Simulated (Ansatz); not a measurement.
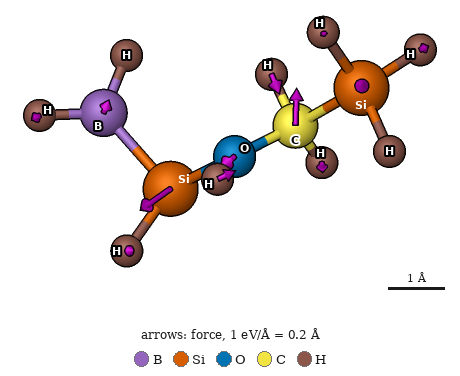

Starting geometry of CH9BOSi2 with the computed forces as purple arrows. The picture is a ball-and-stick view, seen at a tilt.

The run prepares an end point of a later path (hydrogen shift) calculation, from a guessed geometry.

Level of theory: RKS PBE0-D4/def2-SVP (Ansatz). Set-up: no spin polarisation; force threshold 0.02 eV/Å; at most 50 steps.

### What follows when this structure is relaxed?

It isn't relaxed: the largest force vector, on a Si atom, is 4.81 eV/Å. The final displacements have little in common with the starting forces (cosine between the two patterns 0.21). An H atom moves most after the best rigid fit: 1.44 Å. Largest moves by element: H 1.44 Å, B 0.39 Å, Si 0.35 Å, O 0.24 Å, C 0.16 Å. Some distances before and after: C–Si 2.584 → 2.980 Å, O–Si 1.731 → 2.006 Å, C–H 1.189 → 1.104 Å, C–Si 1.834 → 1.905 Å. Among the angles between lasting bonds that change: C–O–H 143.5° → 111.0°, O–Si–H 109.3° → 92.5°, B–Si–O 110.1° → 96.0°. After 28 accepted moves (31 points after the start) the energy has fallen by 48.7 kcal/mol. The largest force component goes from 4.4 to 0.019 eV/Å. The line search rejected the trial steps at points 8, 22, 30 of the run. The forces were under the threshold at step 24, but the run went on from there. Cost: 2.3 min on 2 threads of Arm Neoverse V1 (shared host), peak memory 0.29 GiB.
